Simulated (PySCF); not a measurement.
Consider C$_{3}$H$_{7}$FP$_{2}$Si.

```xyz
14

C     2.3704   -0.4489    1.1996
C     1.8236   -0.3046    0.1441
C     1.1115   -0.1150   -1.0926
Si   -0.7530    0.2363   -0.7920
F    -1.3341    0.5973   -2.2690
P    -0.9722    2.1378    0.4092
P    -1.7674   -1.7057   -0.2373
H     2.8881   -0.5814    2.1019
H     1.5532    0.7214   -1.6375
H     1.2145   -1.0090   -1.7108
H    -2.1086    1.7322    1.0945
H    -0.1303    1.6981    1.4181
H    -2.8420   -1.1097    0.4065
H    -1.0544   -1.8495    0.9433
```

Geometry: GFN2-xTB.

Theory: PBE0/pcSseg-1, SCF density, gas phase, non-relativistic in PySCF 2.14.0.

Q: What will maps of the electron density and electron localisation function show?

A: C–C (1.20 Å): ρ is about 2.7 e/Å³ halfway; the ELF peaks at about 0.85 between the atoms (a multiple bond).
Si–F (1.63 Å): the density is about 1 e/Å³ at the midpoint; the ELF peaks at about 0.85 in the valence shell of F, 0.6 Å from its nucleus, and is about 0.50 at the midpoint.
C–Si (1.92 Å): ρ at the midpoint is about 0.9 e/Å³; the ELF peaks at about 0.95 between the atoms; localised, covalent bonding.
C–H (1.05 Å): ρ is about 2.1 e/Å³ halfway; the ELF climbs to about 1 towards the hydrogen, as it does in any bond to H; a covalent bond by its length.

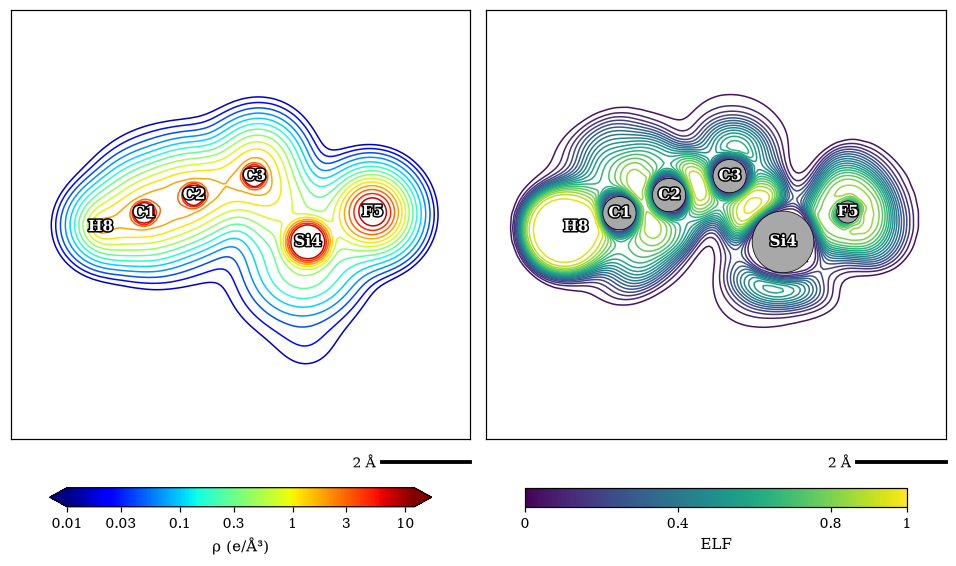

Computed electron density and electron localisation function on the plane of atoms C2, C3 and Si4, in this order. Grey discs cover the atomic cores in the ELF map. 
